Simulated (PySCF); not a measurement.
**Single-point calculation of BiH3 (charge +2)**

- system: BiH3, charge +2
- method: RKS B3LYP, Bi def2-SVP with ECP60, H def2-SVP; non-relativistic Hamiltonian with a scalar-relativistic core potential; density fitting (PySCF 2.14.0)

Some settings of this run were made unusual or wrong on purpose.

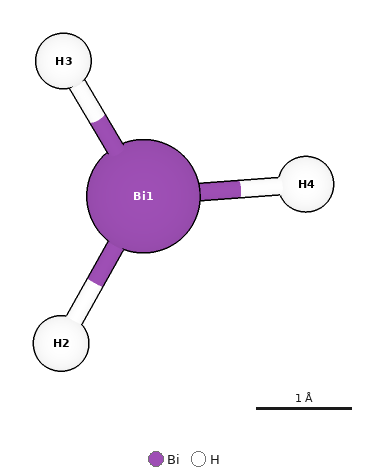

The input geometry (ball-and-stick view, seen at an oblique angle; atoms are numbered from 1 in the order of the input). Sticks mark near contacts. Bond lengths as drawn: Bi–H 1.78 Å.

**Input**
```python
mol = gto.M(atom='''
Bi    -0.00000     0.00000     0.00000
H      1.78421    -0.00000    -0.00000
H     -0.89210     1.54517     0.00000
H     -0.89211    -1.54517     0.00000''',
    basis={'Bi': 'def2-SVP', 'H': 'def2-SVP'},
    ecp={'Bi': 'def2-SVP'},
    charge=2, spin=0)
mf = dft.RKS(mol, xc='B3LYP')
mf.grids.atom_grid = (10, 14)  # f atoms: at least (60, 302), unpruned
mf = mf.density_fit()  # Bi def2-universal-JKFIT, H def2-universal-JKFIT
mf.conv_tol = 1e-08; mf.max_cycle = 55
mf.kernel(dm0)
```

The script is an equivalent of the set-up of the self-consistent field. The run itself was carried out by a driver, which started from the orbitals of the step before it where there was one and computed the further properties.

Command:
```bash
OMP_NUM_THREADS=2 python <driver script>
```

**Log**
```
init E= -214.39297828743
  HOMO = -0.889380004690107  LUMO = -0.656409888742716  gap/eV = 6.33944
cycle= 1 E= -214.781091359367  delta_E= -0.388  |g|= 0.205  |ddm|= 1.83
  HOMO = -0.865824247098214  LUMO = -0.6676232565421  gap/eV = 5.39332
cycle= 2 E= -214.790584831784  delta_E= -0.00949  |g|= 0.135  |ddm|= 0.545
  HOMO = -0.85943552246026  LUMO = -0.643683714044197  gap/eV = 5.87091
cycle= 3 E= -214.796172230989  delta_E= -0.00559  |g|= 0.00991  |ddm|= 0.254
  HOMO = -0.863216982926523  LUMO = -0.645278302973494  gap/eV = 5.93041
cycle= 4 E= -214.796192310101  delta_E= -2.01e-05  |g|= 0.00121  |ddm|= 0.0138
  HOMO = -0.863176248086037  LUMO = -0.64556271689701  gap/eV = 5.92157
cycle= 5 E= -214.796192823647  delta_E= -5.14e-07  |g|= 0.000477  |ddm|= 0.00272
  HOMO = -0.863242799359204  LUMO = -0.645559246613659  gap/eV = 5.92347
cycle= 6 E= -214.796192948906  delta_E= -1.25e-07  |g|= 5.84e-05  |ddm|= 0.000846
  HOMO = -0.86322253266274  LUMO = -0.645546775004506  gap/eV = 5.92326
cycle= 7 E= -214.796192950751  delta_E= -1.84e-09  |g|= 1.32e-06  |ddm|= 0.000111
  HOMO = -0.863222736722029  LUMO = -0.645547243301931  gap/eV = 5.92325
```

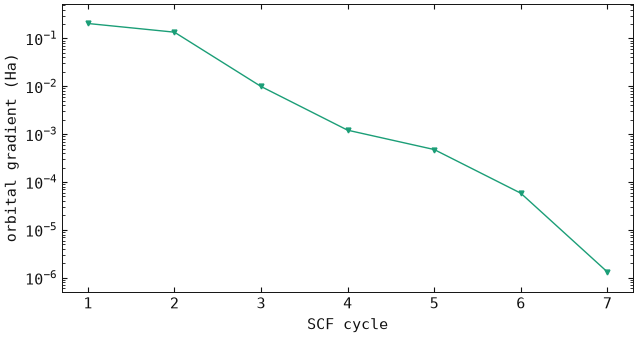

Convergence of the self-consistent field: orbital gradient against the SCF cycle. The residual falls at every step.

```
Extra cycle  E= -214.796192950752  delta_E= -6.54e-13  |g|= 9.35e-07  |ddm|= 4.12e-06
converged SCF energy = -214.796192950752
```

**What the run reported**

- outcome: converged
- total energy: −214.796193 hartree
- HOMO: −23.49 eV
- LUMO: −17.57 eV
- largest force (length of the vector): 2.231 eV/Å
- hardware: 2 threads of Arm Neoverse V1, 24 GiB of memory available, shared host
- peak memory: 1 GiB

**Diagnosis**

Some settings of this run were drawn to be unusual or wrong. It converged; results that depend on the unusual settings are not reference values.
